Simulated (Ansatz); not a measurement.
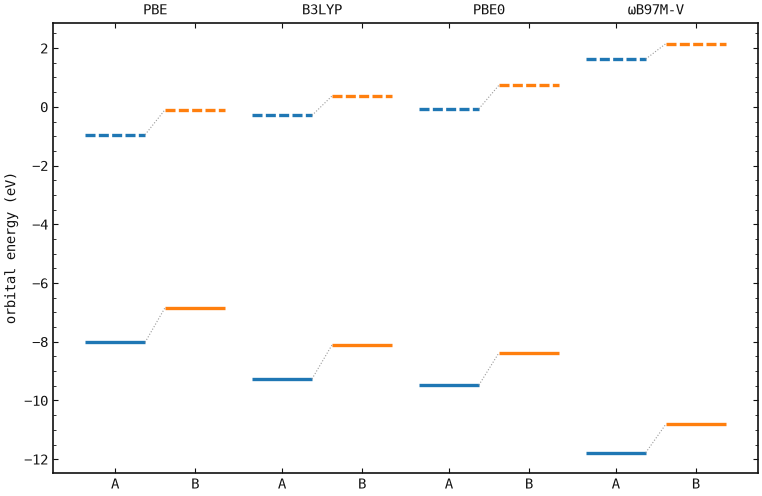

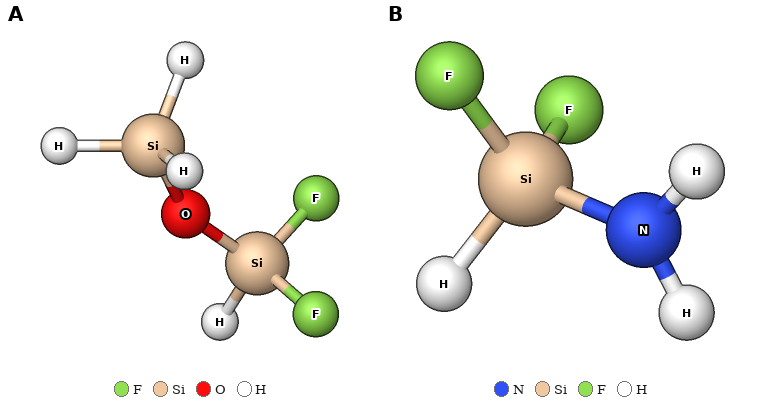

One change: A, Si₂H₄OF₂ (SMILES F[SiH](F)O[SiH3]), becomes B, SiNH₃F₂ (SMILES N[SiH](F)F). SiH₃O (bound through O) on Si is replaced by NH₂. HOMO (solid) and LUMO (dashed) computed in def2-TZVPP at PBE0-D4/def2-TZVP geometries, both minima by their frequencies, gas phase, the Ansatz code. Empty levels above zero depend strongly on the basis.

What does the change do to HOMO and LUMO?

Answer. PBE: the HOMO rises by 1.19 eV, the LUMO rises by 0.85 eV, and the separation goes from 7.07 to 6.74 eV. B3LYP: the HOMO rises by 1.16 eV, the LUMO rises by 0.66 eV, and the separation goes from 8.98 to 8.48 eV. PBE0: the HOMO rises by 1.10 eV, the LUMO rises by 0.80 eV, and the separation goes from 9.41 to 9.12 eV. ωB97M-V: the HOMO rises by 0.96 eV, the LUMO rises by 0.52 eV, and the separation goes from 13.41 to 12.96 eV.

Do the functionals agree on the effect?

Answer. They agree on the direction for both levels; the HOMO shift lies between 0.96 and 1.19 eV and the LUMO shift between 0.52 and 0.85 eV, while the separations themselves differ by up to 6.3 eV between functionals.

Caveats: one conformer of each flexible molecule.
